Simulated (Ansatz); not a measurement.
# LaGa3Pd2 (P6/mmm): comparison of functionals at one structure in Python

How far apart do the functionals lie for LaGa3Pd2 (P6/mmm) at one structure? A script is to give a comparison of functionals at one structure; the system is LaGa3Pd2 (P6/mmm).

All numbers are computed with Ansatz 0.2.0 through its Python package. The levels of theory stand in the script.

**1. The structure**

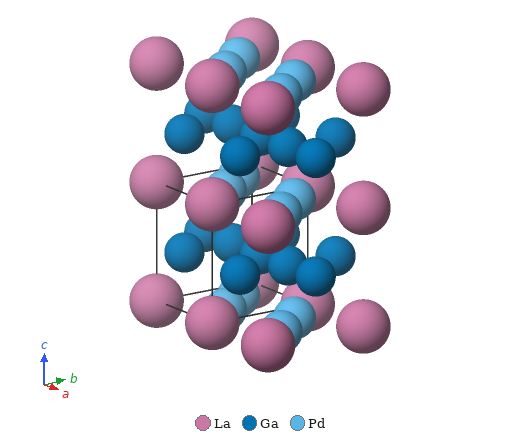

The structure that the script starts from, seen slightly off an axis (lanthanum pink, gallium blue, palladium blue). 2×1×2 cells are drawn. Atoms on cell faces are repeated.

Input file laga3pd2.xyz:

```xyz
6
Lattice="5.4441 0.0 0.0 -2.72205 4.7147289 0.0 0.0 0.0 4.276" Properties=species:S:1:pos:R:3 pbc="T T T"
La    0.00000000    0.00000000    0.00000000
Ga    2.72205000    0.00000000    2.13800000
Ga    1.36102500    2.35736445    2.13800000
Ga   -1.36102500    2.35736445    2.13800000
Pd   -0.00000000    3.14315260    0.00000000
Pd    2.72205000    1.57157630    0.00000000
```

**2. Script**

laga3pd2_xc.py reads:

```python
"""One structure of LaGa3Pd2 under several functionals."""

import logging
import sys

import ansatz

logging.basicConfig(stream=sys.stdout, format="%(levelname)s:%(name)s:%(message)s")
log = logging.getLogger("laga3pd2")
log.setLevel(logging.INFO)


def main() -> None:
    structure = ansatz.Crystal.from_extxyz("laga3pd2.xyz")

    calculation = (
        structure.calculation()
        .occupations(ansatz.OccupationsMethod.FERMI_DIRAC, width=150 * ansatz.meV)  # the run then minimises F = E - TS
        .basis(470)  # plane waves up to this kinetic energy
        .kpoints(5, 5, 5)
        .stress()
    )

    rows = []
    for value in ["lda", "blyp", "pbesol"]:
        report = calculation.functional(value).run(threads=1, pin="off").report
        rows.append((value, report["free_energy_ev"] / len(report["lattice"]["sites"]), report["n_iterations"], sum(report["stress_gpa"][i][i] for i in range(3)) / 3, report["n_kpoints"]))

    log.info("  functional   F/atom (eV)    iterations       P (GPa)      k-points")
    for row in rows:
        log.info(f"{str(row[0]):>12s}  {row[1]:12.5f}  {row[2]:12d}  {row[3]:12.3f}  {row[4]:12d}")


if __name__ == "__main__":
    main()
```

**3. The calls as engine input**

The package turns the script's settings into the engine's input (first run):

```yaml
crystal:
  lattice:
    - [5.4441, 0.0, 0.0]
    - [-2.72205, 4.7147289, 0.0]
    - [0.0, 0.0, 4.276]
  atoms:
    - { symbol: La, position: [0.0, 0.0, 0.0] }
    - { symbol: Ga, position: [0.5, 0.0, 0.5] }
    - { symbol: Ga, position: [0.5, 0.5, 0.5] }
    - { symbol: Ga, position: [0.0, 0.5, 0.5] }
    - { symbol: Pd, position: [0.33333333333333337, 0.6666666666666667, 0.0] }
    - { symbol: Pd, position: [0.6666666666666666, 0.33333333333333337, 0.0] }
basis:
  ecutwfc: 470.0
kpoints:
  mp_grid:
    grid: [5, 5, 5]
hamiltonian:
  xc: lda
scf:
  occupations:
    method: fermi_dirac
    width: 0.15
output:
  stress: true
```

**4. Launch**

Started as:

```sh
> python laga3pd2_xc.py
```

Output:

```text
INFO:laga3pd2:  functional   F/atom (eV)    iterations       P (GPa)      k-points
INFO:laga3pd2:         lda   -5148.49843             8        -5.425            15
INFO:laga3pd2:        blyp   -5271.07853             9         9.438            15
INFO:laga3pd2:      pbesol   -5201.49624             7        -2.120            15
```

Run time: 25 s. Hardware: 1 thread of Arm Neoverse V1, shared host; peak memory 0.43 GiB.

**5. Inputs of later runs**

The engine's inputs for the other runs:

Run 2, against run 1:

```diff
@@ -19 +19 @@
-  xc: lda
+  xc: blyp
```

Run 3, against run 1:

```diff
@@ -19 +19 @@
-  xc: lda
+  xc: pbesol
```

**6. Run by run**

One row for each of the 3 runs:

```
run  functional  energy (eV/atom)  pressure (GPa)  SCF cycles  CPU time (s)
  1         lda        -5148.4984           -5.42           8           7.6
  2        blyp        -5271.0785            9.44           9           8.4
  3      pbesol        -5201.4962           -2.12           7           7.6
```

Energies are free energies F = E - TS of the smeared occupations. Totals under unlike functionals or potentials can't be compared directly.

**7. Outcome**

| quantity | value |
| --- | --- |
| runs compared | 3 |
| pressure at this cell | -5.4 (lda) to 9.4 GPa (blyp) |

What this shows: From lowest to highest: LDA (-5.4 GPa), PBEsol (-2.1 GPa) and BLYP (9.4 GPa). At a fixed cell a lower pressure usually means a smaller equilibrium volume, so LDA prefers the smallest cell and BLYP the largest. Reading the output:
- The run is spin-unpolarised.
- For a metal this k-point mesh is coarse: on a finer one energies can move by several to tens of meV an atom and pressures by half a GPa or more, differences at one mesh by less.
- The smearing is wide enough that free energy and stress hold a thermal part of the electrons.
- Pressure is positive in compression.
- Total energies of different functionals can't be compared; pressures, moments and gaps at this one structure can.
